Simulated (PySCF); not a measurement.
C₃H₃FO, SMILES `C=C(F)C=O`.

Computed with PySCF, BHandHLYP/6-311G**, geometry: GFN2-xTB. No frequency check shows the geometry to be a minimum. Without diffuse functions Rydberg states are missing, so the states' numbers hold for this basis only.

Coordinates in Å:

```
C1      -0.7397   -1.3323    0.0000
C2      -0.4513   -0.0364    0.0000
F3      -1.4288    0.8922    0.0000
C4       0.9073    0.5348    0.0000
O5       1.9169   -0.1161    0.0000
H6       0.0657   -2.0442    0.0000
H7      -1.7529   -1.6931    0.0000
H8       0.9137    1.6397    0.0000
```

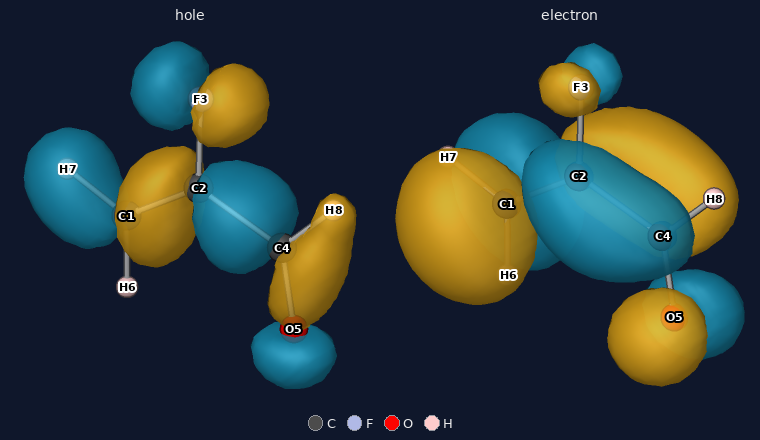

Leading natural transition orbital pair of S₃ (full linear response singlet states); the surfaces enclose about 85 % of each orbital's density.

Q: Give its energy, strength and character.

A: 8.41 eV (147 nm), f = 0.001 (very weak), σ or n → π*; the leading pair carries 77 %; hole on O5 (25 %), F3 (18 %) and C2 and C4 (16 % each), electron on C1 (27 %), C2 and C4 (22 % each) and O5 (16 %) (shares are of the whole state, not of the leading pair alone); their centroids lie 0.3 Å apart. The HOMO–LUMO gap is 8.21 eV.
